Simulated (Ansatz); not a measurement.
A series of calculations on GaN₂H₅ClF

### Relaxation

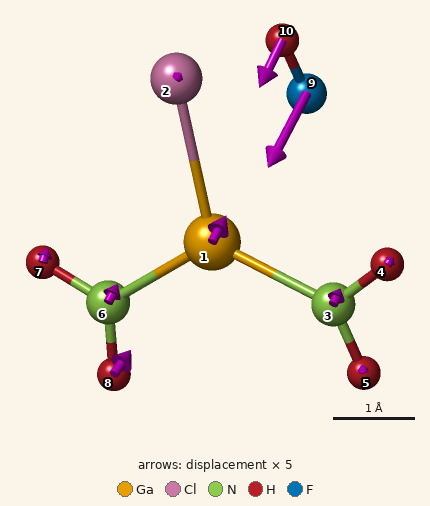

A relaxation of GaN2H5ClF. The starting structure is drawn; purple arrows show the displacements, 5 times their true length. The two geometries are superimposed by the best rigid fit.

A ball-and-stick model, seen at a tilt.

The run prepares an end point of a later path (reaction) calculation, from a guessed geometry.

Level of theory: RHF/def2-SVP in Ansatz. (no spin polarisation; force threshold 0.03 eV/Å; at most 50 steps)

Describe the change and its energy.

The energy falls by 0.021 eV in 4 accepted moves (5 points after the start). The largest force component goes from 0.45 to 0.021 eV/Å. The line search rejected the trial step at point 4 of the run. The largest move after the best rigid fit is that of F9, 0.23 Å. Largest moves by element: F 0.23 Å, H 0.14 Å, Ga 0.09 Å, N 0.06 Å, Cl 0.02 Å. Some distances before and after: Ga1–F9 2.898 → 2.591 Å, Ga1–Cl2 2.225 → 2.202 Å. Cost: 16 s on 2 threads of Arm Neoverse V1, with other jobs on the host, peak memory 0.28 GiB.

Limits of the set-up: the start holds two separate molecules, 2.6 Å apart at their closest, whose relative position is a soft coordinate and is computed without a dispersion correction; Hartree-Fock leaves out electron correlation.

### Relaxation

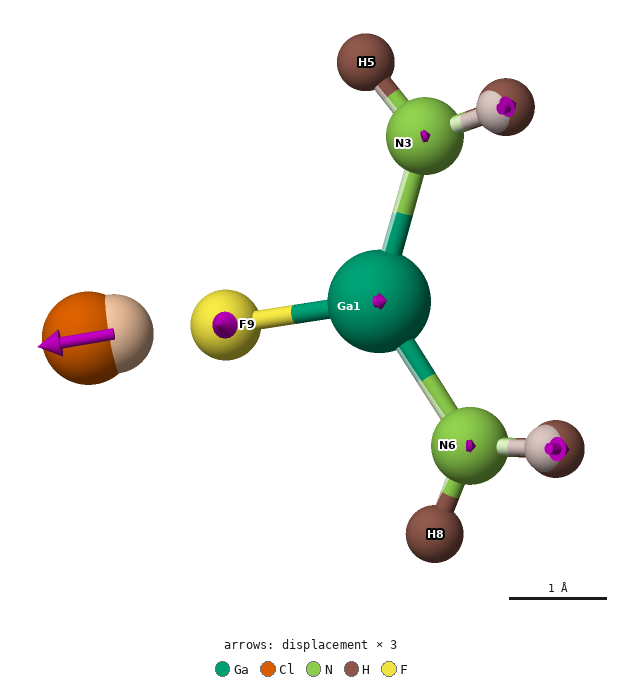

This is a relaxation of GaN2H5ClF. The starting structure is drawn faded, the final one solid; purple arrows show the displacements, 3 times their true length. The two geometries are superimposed by the best rigid fit.

A ball-and-stick model, seen face on.

The run prepares an end point of a later path (reaction) calculation, from a guessed geometry.

Theory: RHF/def2-SVP (Ansatz 0.2.0).

Input
```yaml
crystal:
  periodic: [false, false, false]
  atoms:
    - { symbol: Ga, position_ang: [0.021121, 0.607195, -0.598092] }
    - { symbol: Cl, position_ang: [0.016419, 0.235409, 2.823211] }
    - { symbol: "N", position_ang: [1.63446, -0.053641, -1.056503] }
    - { symbol: H, position_ang: [1.781473, -0.925901, -1.521958] }
    - { symbol: H, position_ang: [2.49334, 0.333346, -0.720675] }
    - { symbol: "N", position_ang: [-1.608484, 0.002964, -1.076234] }
    - { symbol: H, position_ang: [-1.783425, -0.873454, -1.523972] }
    - { symbol: H, position_ang: [-2.457265, 0.43736, -0.77435] }
    - { symbol: F, position_ang: [0.039119, 2.095984, 0.285159] }
    - { symbol: H, position_ang: [0.019743, 1.451837, 2.303114] }
basis:
  gaussian: { orbitals: def2-SVP }
hamiltonian:
  xc: hf
relax:
  f_tol: 0.03
  max_steps: 50
```

Launched with:
```bash
ansatz run input.yaml --threads 2 --pin off --max-ram 3072MiB --backend cpu --events-out ev --progress --plain --runs-dir out
```

Q: Which element moves most?

A: Chlorine: up to 0.27 Å, against 0.13 Å for fluorine.

Q: What did the optimiser do to the structure, and how much energy did it gain?

A: The largest move after the best rigid fit is that of Cl2, 0.27 Å. By element the largest moves are Cl 0.27 Å, F 0.13 Å, H 0.11 Å, Ga 0.05 Å, N 0.03 Å. Near-neighbour distances that change, for instance: Ga1–Cl2 3.441 → 3.667 Å, Cl2–H10 1.323 → 1.280 Å, Ga1–F9 1.731 → 1.765 Å, Ga1–N3 1.803 → 1.799 Å. The energy falls by 5.33 kJ/mol in 8 geometry steps. The largest force component goes from 1.3 to 0.012 eV/Å. The run took 23 s on 2 threads of Arm Neoverse V1, on a shared host, peak memory 0.28 GiB.

Limits of the set-up: Hartree-Fock leaves out electron correlation.

### Path

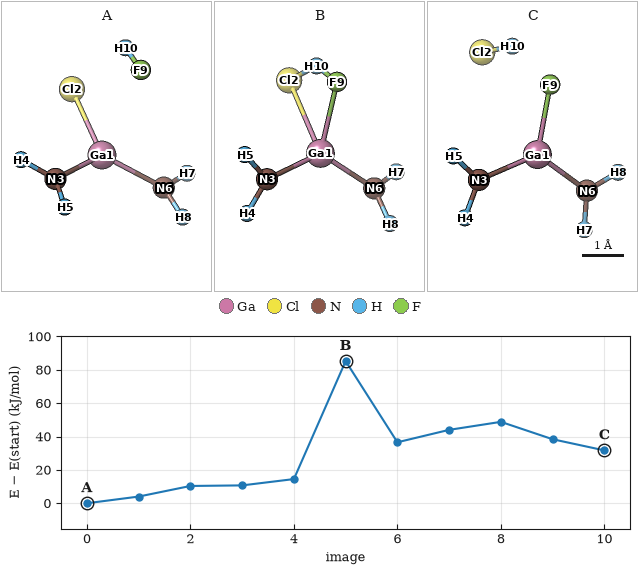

NEB run on GaN2H5ClF, made up at the start of GaN2H4Cl and HF. Images are numbered from 0 (start) to 10 (end). Frames A to C are images 0, 5, 10. Style: ball-and-stick. Shown at a tilt.

Level of theory: RHF/def2-SVP (Ansatz). Run with 9 movable images; climbing image; force threshold 0.05 eV/Å; iteration limit 60; starting path through a guess of the saddle point.

Read off the barrier and say what moves.

Answer. The path has more than one stage, and so few images may leave a stage unresolved. Breaking: F9–H10 (0.91 → 1.21 at the top → 1.98 Å), Ga1–Cl2 (2.20 → 2.60 at the top → 3.67 Å). Forming: Cl2–H10 (2.49 → 1.48 at the top → 1.28 Å), Ga1–F9 (2.59 → 1.91 at the top → 1.77 Å). Forward barrier 85.2 kJ/mol, backward barrier 53.5 kJ/mol, with image 5 at the top; the reaction energy is +31.7 kJ/mol. The profile has 2 maxima (images 5, 8) with a dip at image 6 (+36.6 kJ/mol), so the process runs in steps. The band converged in 20 iterations. The largest component of the band force went from 13 to 0.019 eV/Å. The climbing image converged on the top of the path. Its vibrational analysis gives one imaginary mode (1106i cm⁻¹), as a transition state must have.

Limits of the set-up: the start holds two separate molecules, 2.5 Å apart at their closest, whose relative position is a soft coordinate and is computed without a dispersion correction; Hartree-Fock leaves out electron correlation.

The run took 6.2 min on 2 threads of Arm Neoverse V1, with other jobs on the host, peak memory 0.29 GiB.
